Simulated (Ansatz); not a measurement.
Consider F2MoO2.

Input file:

```
crystal:
  periodic: [false, false, false]
  atoms:
    - {symbol: Mo, position_ang: [0.005932, -0.000025, 0.004142]}
    - {symbol: O, position_ang: [0.061954, -0.016322, 1.689921]}
    - {symbol: O, position_ang: [1.607963, 0.008843, -0.523748]}
    - {symbol: F, position_ang: [-0.841498, 1.543015, -0.570154]}
    - {symbol: F, position_ang: [-0.834341, -1.535501, -0.600161]}
basis:
  gaussian: {orbitals: def2-TZVP, initial_orbitals: start.molden}
hamiltonian: {xc: pbe0, dispersion: d4}
scf: {omitted_lower_state_checks: [starts]}
output: {orbitals: {seedname: orbitals}}
```

Command:

```sh
ansatz run in.yaml --threads 4 --pin off --events-out ev --progress --plain --max-ram 3916MiB
```

Geometry: PBE-D4/def2-SVP; core potentials replace the inner electrons of Mo.

The calculation used RKS PBE0-D4/def2-TZVP (Ansatz).

Q: What will maps of the electron density and electron localisation function show?

A: Mo–F (1.85 Å): the density is about 1.1 e/Å³ at the midpoint; the ELF peaks at about 0.80 in the valence shell of F, 0.5 Å from its nucleus, and drops to about 0.25 between the two atoms.

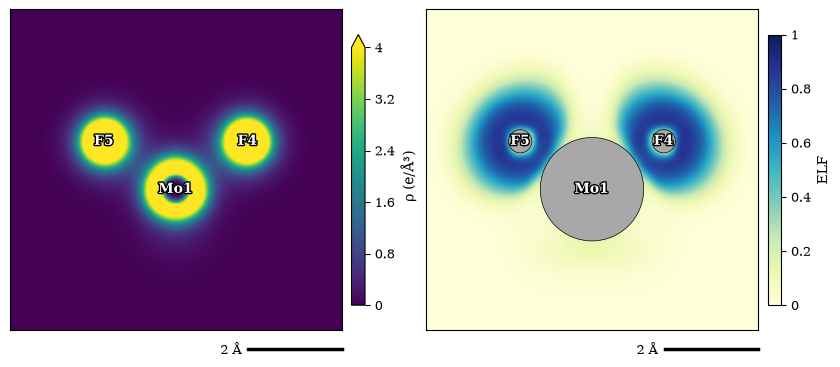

Computed electron density and electron localisation function on the plane of atoms F4, Mo1 and F5, in this order. Grey discs cover the atomic cores in the ELF map. 
